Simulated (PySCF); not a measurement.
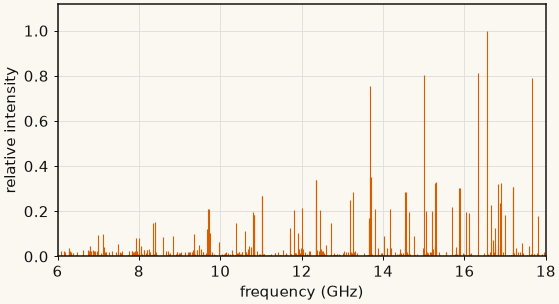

Simulated rotational absorption lines between 6 and 18 GHz at 3 K: rigid rotor with the equilibrium constants and dipole of one optimised conformer (PBE0-D3(BJ)/def2-SVP, PySCF 2.14.0), commonest isotopes; no centrifugal distortion, hyperfine structure, internal rotation or nuclear-spin weights; lines within 1 MHz of each other are summed.

Which molecule gives this spectrum?
A. C₆H₁₃AlO₃, SMILES CC(=O)O[C@H]1CCC[O+]1[AlH3-], singlet
B. C₅H₁₀SSi, SMILES [SiH3]SC12CC(C1)C2
C. Si₃PNH₁₀, SMILES [SiH3]N[SiH2]P[SiH3]

Option A. Rotational constants A, B, C = 1.433, 0.9066, 0.6620 GHz, |μa|, |μb|, |μc| = 1.22, 5.34, 1.84 D.

Known limits of this run: coarse grid, loose stop and no frequency check, small forces are noise and the end may be a saddle.
